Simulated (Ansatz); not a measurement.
# H9NOSi2: the cost of one run

Program: Ansatz 0.2.0. Level of theory: UKS PBE0-D4/6-31G. These are calculated values, not measurements.

## Step 1: The starting structure

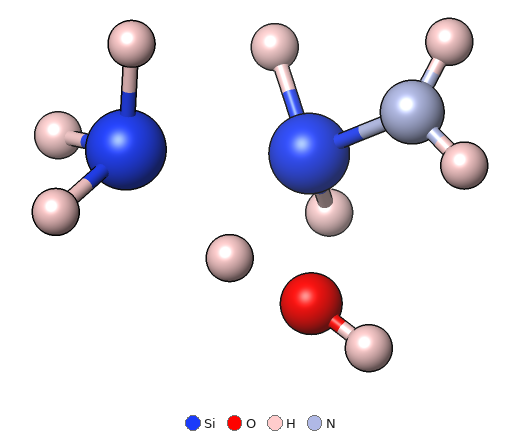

The starting structure, seen from a free direction (silicon blue, oxygen red, hydrogen pink, nitrogen light blue).

Structure file:

```xyz
13

Si   -0.0056   -0.8924   -0.3400
O    -1.6919   -0.0224    0.4817
H    -0.9482   -1.7036   -1.1097
H     1.2558   -1.1161   -1.0810
N     0.5250   -1.3483    1.2307
H    -0.9412    0.9827    0.2357
Si    0.4893    1.6181   -0.7896
H    -2.2567   -0.2663    1.2240
H    -0.1326   -1.4856    1.9780
H     1.2990   -1.9835    1.3155
H     1.8715    1.7192   -0.3136
H     0.5660    1.5122   -2.2501
H    -0.0302    2.9860   -0.5815
```

## Step 2: Run 1

150 steps of 0.5 fs at constant energy, with velocities drawn for 300 K.

The input, input.yaml:

```yaml
crystal:
  periodic: [false, false, false]
  atoms:
    - { symbol: Si, position_ang: [-0.0056, -0.8924, -0.34] }
    - { symbol: O, position_ang: [-1.6919, -0.0224, 0.4817] }
    - { symbol: H, position_ang: [-0.9482, -1.7036, -1.1097] }
    - { symbol: H, position_ang: [1.2558, -1.1161, -1.081] }
    - { symbol: "N", position_ang: [0.525, -1.3483, 1.2307] }
    - { symbol: H, position_ang: [-0.9412, 0.9827, 0.2357] }
    - { symbol: Si, position_ang: [0.4893, 1.6181, -0.7896] }
    - { symbol: H, position_ang: [-2.2567, -0.2663, 1.224] }
    - { symbol: H, position_ang: [-0.1326, -1.4856, 1.978] }
    - { symbol: H, position_ang: [1.299, -1.9835, 1.3155] }
    - { symbol: H, position_ang: [1.8715, 1.7192, -0.3136] }
    - { symbol: H, position_ang: [0.566, 1.5122, -2.2501] }
    - { symbol: H, position_ang: [-0.0302, 2.986, -0.5815] }
magnetization:
  spin_polarized: true
basis:
  gaussian: { orbitals: "6-31G" }
hamiltonian:
  xc: pbe0
  dispersion: d4
md:
  timestep: 0.5
  n_steps: 150
  ensemble: nve
  temperature: 300.0
  initial_velocities: maxwell_boltzmann
  seed: 483353
```

On the command line:

```bash
$ ansatz run input.yaml --threads 1 --pin off --max-ram 2048MiB --backend cpu --events-out ev --progress --plain --runs-dir out
```

Q: Estimate wall time and peak memory on 1 thread of Arm Neoverse V2, shared host.

About 12 min, with a peak of 0.2 GiB.
